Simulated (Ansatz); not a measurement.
**FGeH$_{5}$N$_{2}$O (SMILES [NH2][Ge]([NH2])([OH])[F]): density, localisation and related maps**

Input

```
crystal:
  periodic: [false, false, false]
  atoms:
    - {symbol: N, position_ang: [-1.533691, 0.559949, -0.239126]}
    - {symbol: Ge, position_ang: [0.200892, 0.164173, 0.070657]}
    - {symbol: N, position_ang: [0.314879, -1.531228, 0.645596]}
    - {symbol: O, position_ang: [1.382870, 0.281211, -1.233417]}
    - {symbol: F, position_ang: [0.688191, 1.411672, 1.188051]}
    - {symbol: H, position_ang: [-1.968346, 0.045895, -0.991271]}
    - {symbol: H, position_ang: [-1.740234, 1.544285, -0.322854]}
    - {symbol: H, position_ang: [-0.271659, -1.780420, 1.426591]}
    - {symbol: H, position_ang: [1.244649, -1.907042, 0.748550]}
    - {symbol: H, position_ang: [1.765549, 1.160204, -1.289676]}
basis:
  gaussian: {orbitals: def2-TZVPP}
hamiltonian: {xc: pbe0, dispersion: d4}
output: {orbitals: {seedname: orbitals}}
```

Run with:

```sh
ansatz run in.yaml --threads 4 --pin off --events-out ev --progress --plain --max-ram 10444MiB
```

Geometry: PBE0-D4/def2-TZVP.

Level of theory: Ansatz, RKS PBE0-D4/def2-TZVPP.

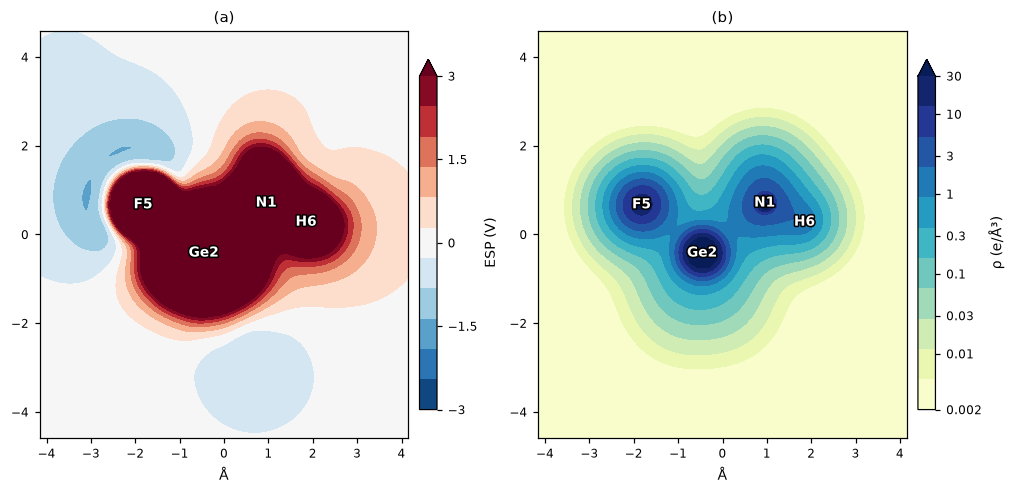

Figure 1. (a) molecular electrostatic potential; (b) total electron density on the plane of atoms N1, Ge2 and F5.

**Describe what can be read from this map.**

The section cuts through N, Ge, F and H sites.
Ge–F (1.74 Å): the density is about 0.96 e/Å³ at the midpoint.
Ge–N (1.81 Å): ρ at the midpoint is about 1 e/Å³.
N–H (1.01 Å): ρ at the midpoint is about 2.9 e/Å³.
Outside the dense part of the molecule the potential is most negative (−1.4 V) near F5.

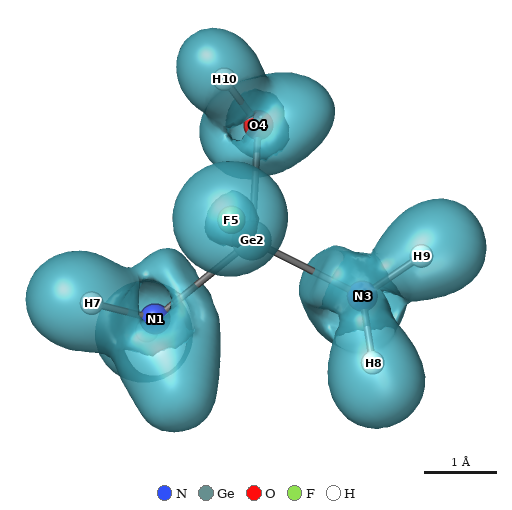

Figure 2. Isosurface of the ELF at 0.75 (cyan), seen at a tilt. Only the valence region is drawn (cores and ρ < 0.01 e/Å³ removed).

**Where are the electrons localised?**

The surface consists of one region wrapped around F (its valence shell), two joined regions spread over several atoms (H, N), in which their bonds and any lone pairs are merged and one joined region spread over several atoms (H, O), in which their bonds and any lone pairs are merged. Profiles from the grid: Ge–F (1.74 Å): the ELF peaks at about 0.80 in the valence shell of F, 0.5 Å from its nucleus, and is about 0.20 at the midpoint. Ge–O (1.76 Å): the ELF peaks at about 0.85 in the valence shell of O, 0.6 Å from its nucleus, and is about 0.35 at the midpoint.

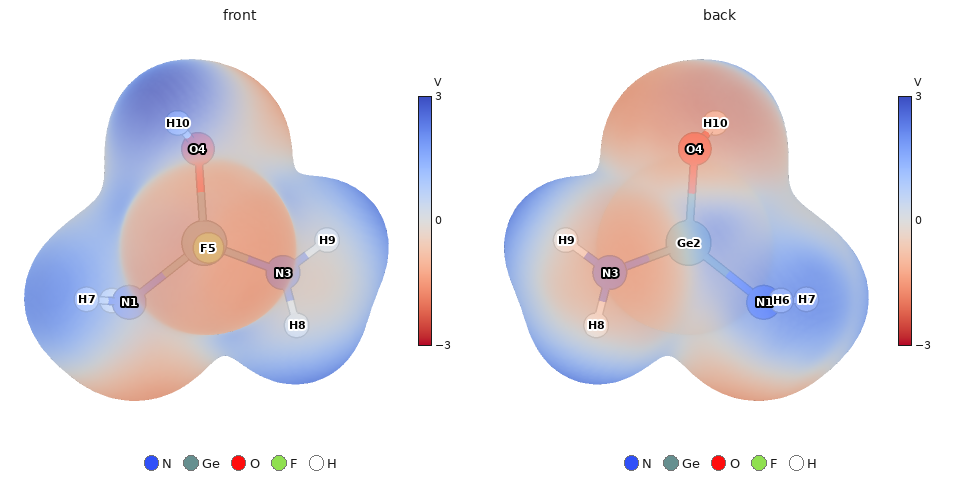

Figure 3. The electrostatic potential painted on the density surface at 0.002 e/bohr³, seen from the front and from behind; red is negative and blue positive.

**Describe the electrostatic potential map.**

The most negative region (about −1.4 V) lies over O4, the most positive (about +2.3 V) over H10. O4 is the likeliest acceptor of a hydrogen bond.

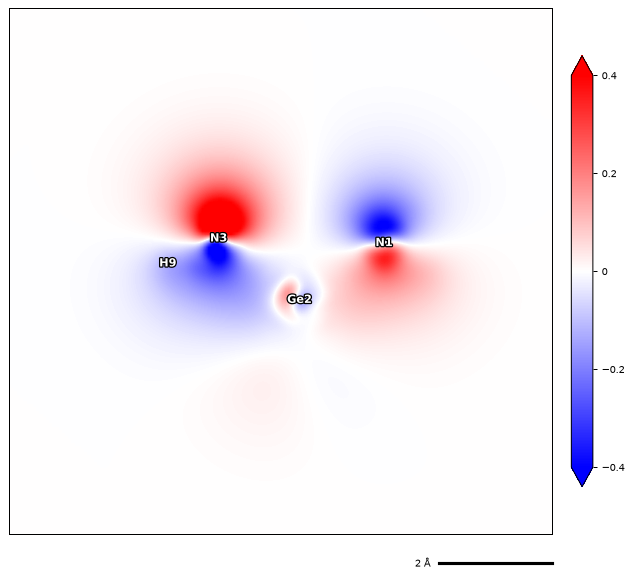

Figure 4. The HOMO−1 on the plane of atoms N1, Ge2 and N3 (values in Å⁻³ᐟ²; the overall sign is arbitrary).

**What is the character of this orbital?**

It lies mainly on N3 (about 55 %), N1 (about 15 %), Ge2 (about 10 %) and O4 (about 10 %); largely a combination of lone pairs on N3, N1 and O4. Its energy is −8.09 eV.
